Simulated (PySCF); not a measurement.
# C7H5FS: the cost of one run

Programs: PySCF 2.14.0, with routines of our own; each step states its level. All values are computed. Atoms count from 0.

## 1. The system as given

14 atoms, charge 0, multiplicity 1; geometry from: GFN2-xTB.

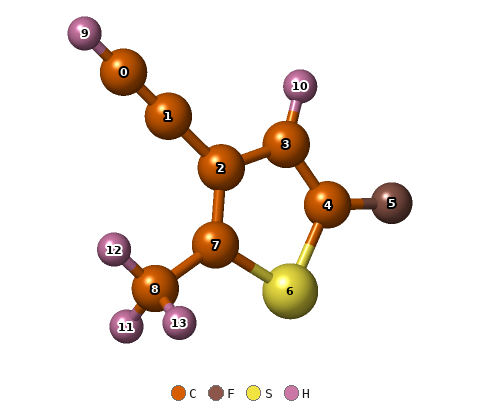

The starting geometry (carbon orange, fluorine brown, sulfur yellow, hydrogen pink).

## 2. Magnetic properties: GIAO BHandHLYP/pcSseg-1

What the job is given:

```
{"job": {"kind": "mag", "xc": "BHandHLYP", "basis": "pcSseg-1", "isotopologues": 0}, "charge": 0, "multiplicity": 1}
C     -0.952160     2.554208    -0.815245
C     -0.357496     1.561945    -0.494344
C      0.343941     0.399486    -0.114373
C      1.767991     0.336769    -0.052133
C      2.184155    -0.884860     0.341969
F      3.446893    -1.284144     0.504101
S      0.891253    -1.998500     0.651084
C     -0.268513    -0.774614     0.232193
C     -1.724693    -1.066132     0.271238
H     -1.465895     3.423495    -1.097689
H      2.420073     1.155678    -0.290785
H     -1.972841    -1.877591    -0.412424
H     -2.281393    -0.177529    -0.017621
H     -2.031994    -1.368681     1.271862
```

With the program's defaults for keys left out, this is: GIAO BHandHLYP/pcSseg-1 magnetisability, rotational g tensor and spin-rotation constants, non-relativistic, gas phase.

Started as:

```
$ OMP_NUM_THREADS=1 python excited_run.py task.json out
```

The driver reads the jobs from task.json and runs them one after another.

**Question.** How long does this first job take on 1 thread of Arm Neoverse V1, shared host, and how much memory does it need?

About 31 s, with a peak of 0.83 GiB.
